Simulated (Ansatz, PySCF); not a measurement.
Potential energy curve for SMg, lowest triplet found (which spin is the ground state isn't settled by this scan).

- UKS-B3LYP/6-31G* = unrestricted B3LYP/6-31G*, spherical d (PySCF)
- UKS-PBE = unrestricted PBE/cc-pVDZ (Ansatz, an electronic-structure program)
- UHF/cc-pVDZ (Ansatz)
- UMP2 = MP2 on UHF/cc-pVDZ, frozen core (Ansatz)

Energies are in kJ/mol, each relative to the lowest point of its own curve between 1.93 and 2.91 Å, where full CI is lowest.

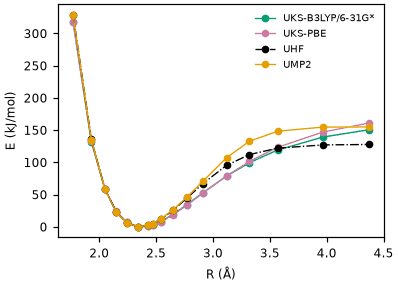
Figure. Energy against bond length for each method.

```
R / Å  UKS-B3LYP/6-31G*  UKS-PBE    UHF   UMP2
-----  ----------------  -------  -----  -----
1.77              317.8    317.3  329.2  328.3
1.93              132.3    133.2  135.7  135.2
2.05               58.1     59.1   58.6   58.2
2.15               23.5     24.2   22.9   22.6
2.24                7.0      7.3    6.3    6.1
2.34                0.0      0.0    0.0    0.0
2.43                0.9      0.6    2.2    2.4
2.47                2.9      2.5    4.9    5.2
2.54                8.1      7.5   11.7   12.1
2.65               19.5     18.7   26.0   26.7
2.77               34.4     33.5   44.5   46.0
2.91               52.8     52.1   67.0   70.5
3.12               78.8     79.1   95.5  107.3
3.32               99.6    101.4  112.1  132.8
3.57              119.3    123.5  122.1  148.4
3.97              139.4    147.2  127.1  154.8
4.37              150.6    161.0  127.8  155.0
```

At the longest distance, 4.37 Å, UKS-PBE lies highest above its minimum (161.0 kJ/mol) and UHF lowest (127.8 kJ/mol).

The scan ran from 1.77 to 8.43 Å; beyond the distances shown full CI changes its symmetry label. The unrestricted determinant behind UHF, UMP2 is spin-contaminated at 3.12 to 3.57 Å (<S²> up to 2.2, against 2.00 for a pure triplet).
